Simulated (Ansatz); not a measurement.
**CH4AlF2N: density, localisation and related maps**

Input

```
basis:
  gaussian: {orbitals: def2-TZVPD}
crystal:
  periodic: [false, false, false]
  atoms:
    - {symbol: C, position_ang: [-0.334485, -1.299034, 1.441969]}
    - {symbol: Al, position_ang: [-0.754904, -0.908344, -1.371869]}
    - {symbol: F, position_ang: [-1.901797, -0.759385, -2.555177]}
    - {symbol: F, position_ang: [0.843561, -0.822983, -1.794324]}
    - {symbol: "N", position_ang: [-1.213246, -1.151647, 0.302362]}
    - {symbol: H, position_ang: [0.715929, -1.235990, 1.119739]}
    - {symbol: H, position_ang: [-0.486242, -0.509322, 2.199908]}
    - {symbol: H, position_ang: [-0.457192, -2.272936, 1.949540]}
    - {symbol: H, position_ang: [-2.195515, -1.202617, 0.551651]}
hamiltonian: {xc: pbe0}
output: {forces: true, orbitals: {seedname: orbitals}}
```

Launched as:

```sh
ansatz run input.yaml --threads 1 --pin off --max-ram 2610MiB --events-out events.jsonl --progress --plain --runs-dir runs
```

Geometry: PBE0-D3(BJ)/def2-SVP.

All numbers below come from isolated molecule in a Gaussian basis; Kohn-Sham density functional theory, functional PBE0 in Ansatz.

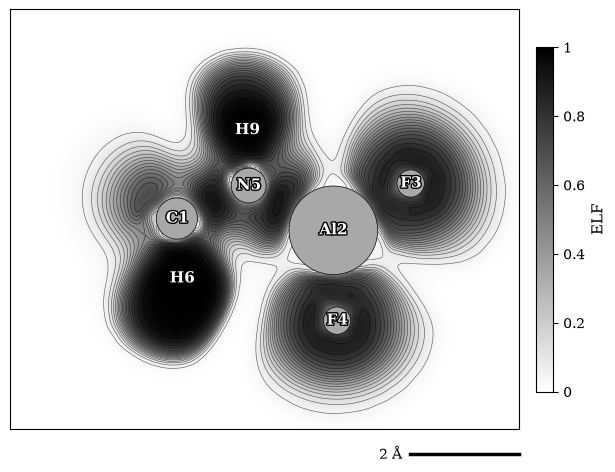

Figure 1. Electron localisation function on the plane of atoms C1, N5 and Al2. Grey discs cover the atomic cores.

> What does the map show?

Atoms in the plane: C, Al, F, N and H. C–N (1.45 Å): the ELF peaks at about 0.90 between the atoms, as expected for a shared electron pair. Al–F (1.65 Å): the ELF peaks at about 0.85 in the valence shell of F, 0.6 Å from its nucleus, and is about 0.30 at the midpoint. Al–N (1.75 Å): the ELF peaks at about 0.90 between the atoms. N–H (1.01 Å): the ELF climbs to about 1 towards the hydrogen, as it does in any bond to H; a covalent bond by its length. C–H (1.10 Å): the ELF climbs to about 1 towards the hydrogen: a covalent bond by its length. The ELF also peaks beside F4 and F3, away from the bonds: lone-pair regions.

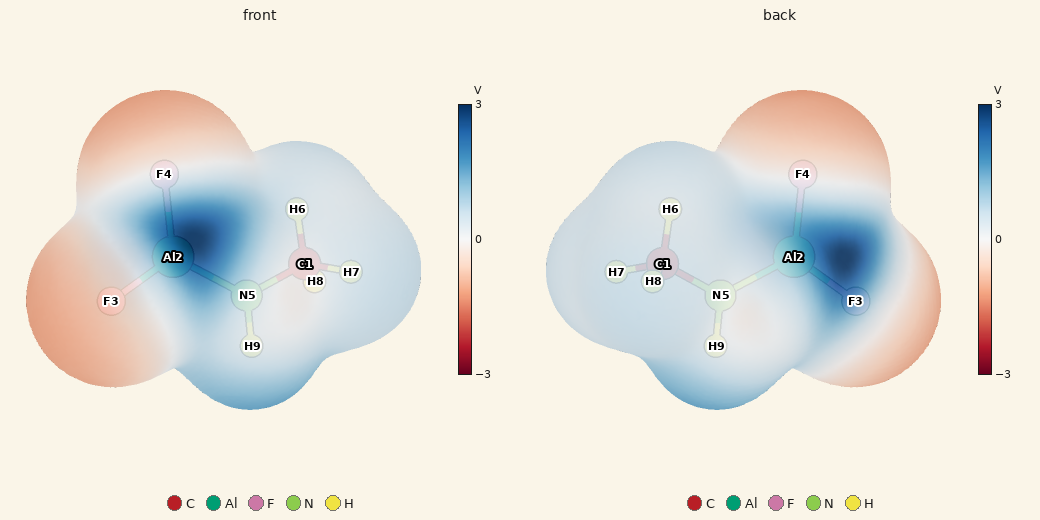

Figure 2. The electrostatic potential painted on the density surface at 0.001 e/bohr³, seen from the front and from behind; the colour scale runs from red (negative) to blue (positive).

> Where is the surface potential most negative and most positive?

The most negative region (about −1.1 V) lies over F3 and F4, the most positive (about +2.9 V) over Al2.

> What dipole moment does the calculation give?

Its dipole moment is 2.59 D.

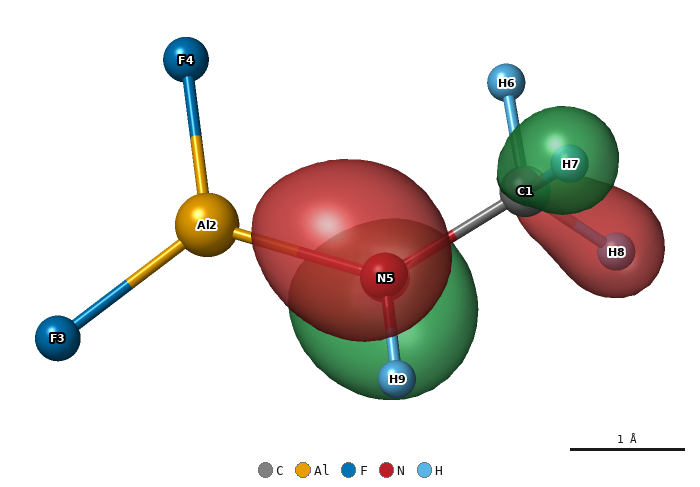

Figure 3. One frontier orbital at ±0.2 Å⁻³ᐟ² (green and red are the two phases), seen at a tilt.

> Which orbital is it: HOMO or LUMO?

The HOMO, at −7.32 eV. Its weight (Hirshfeld) is mainly on N5 (about 60 %), Al2 (about 15 %) and C1 (about 10 %).
